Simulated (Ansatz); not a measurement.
The compound is MoBr2 (1T sheet).

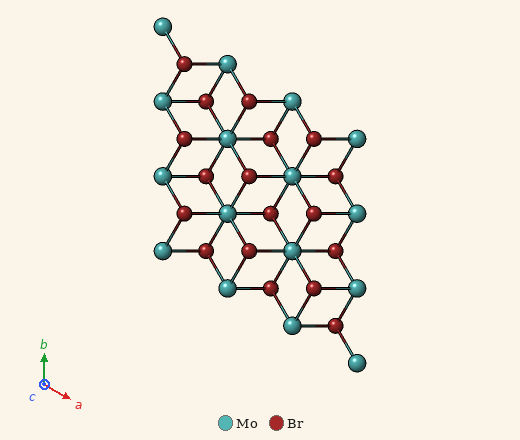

The structure (molybdenum teal, bromine red). 3×3×1 cells are drawn. Some periodic images of atoms are drawn too.

The cell holds 3 atoms: 1 Mo and 2 Br. Cell: a = 3.298 Å, b = 3.298 Å, c = 30.253 Å, α = 90.0°, β = 90.0°, γ = 120.0°. Vacuum lies along c.

```
Mo Br
1.0
     0.00000    2.33236    2.33236
     2.33236   -2.33236    0.00000
    17.46662   17.46662  -17.46662
Mo Br
1 2
Direct
  0.00000 0.00000 0.31776
  0.33333 0.66667 0.37605
  0.66667 0.33333 0.25947
```

The structure was relaxed with PBEsol. The structure was generated from a model, not taken from a measurement. The runs that relaxed it are not among those shown. The program's search for lower electronic states was switched off, so nothing shows that the state found is the lowest. PAW set soft_2, made with PBE.

A constrained-RPA run (Ansatz 0.2.0; non-magnetic PBEsol; Mo t2g, bands v2 to c1, 6×6×1 mesh, medium accuracy) builds 3 functions on bands 3.8 eV wide, with 4.0 electrons in the window. The bare on-site interaction is 9.9 eV and the bare J 0.35 eV.

**Question.** What U and J survive the screening?

On the Mo t2g shell, U = 2.37 eV (24 % of the bare value), U′ = 1.87 eV, J = 0.23 eV.

The parent state is non-magnetic and the interaction static (zero frequency); U depends on the window and the orbitals, so it belongs to this model alone.

[Paths, hosts, dates, memory and timing lines, banners, echoed tables and standing remarks are left out of the program output.]

[Logs are printed without paths, hosts, clocks, repeated set-up lines and the standing remarks that a program may print on its own settings, such as how far it seeks lower states.]

[Runs of the session that timed out or met a known fault of the program may be left out.]

[Hosts, paths, dates, database ids (printed as entryN), source tags and the programs' standing remarks are cut or masked in the printed files.]
